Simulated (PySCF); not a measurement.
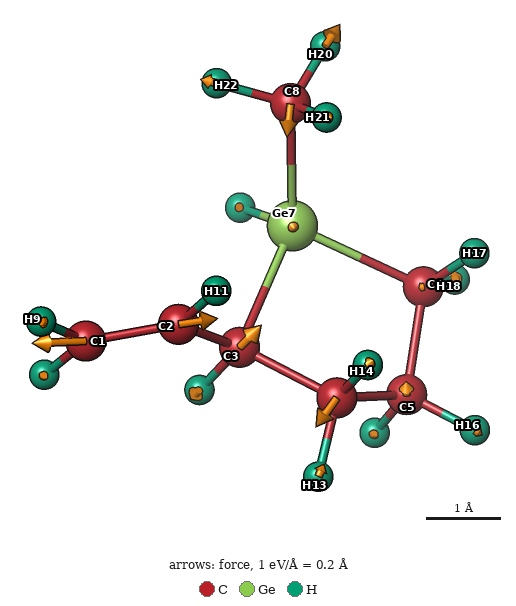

Starting geometry of C7H14Ge with the computed forces as orange arrows. The picture is a ball-and-stick view, seen at a tilt.

The start comes from GFN2-xTB. Its atoms were then displaced at random by about 0.01 Å.

These are results of PBE0-D3(BJ)/def2-SVP geometry optimisation, gas phase (PySCF 2.14.0, density-fitted response routines), not measurements. 

Q: What follows when this structure is relaxed?

A: It isn't relaxed: the largest force vector, on a C atom, is 4.01 eV/Å. The final displacements follow the starting forces only in part (cosine between the two patterns 0.32). An H atom moves most after the best rigid fit: 0.13 Å. By element the largest moves are H 0.13 Å, C 0.09 Å, Ge 0.04 Å. Among the contacts that change: C–H 1.045 → 1.100 Å, C–C 1.288 → 1.337 Å, C–Ge 2.043 → 1.996 Å, C–H 1.065 → 1.103 Å. Among the angles between lasting bonds that change: C–C–H 106.6° → 111.0°, C–C–H 112.4° → 109.1°, H–C–H 113.9° → 117.1°. The energy falls by 8.23 kcal/mol in 11 geometry steps. Cost: 7.9 min on 1 thread of Arm Neoverse N1 (shared host).
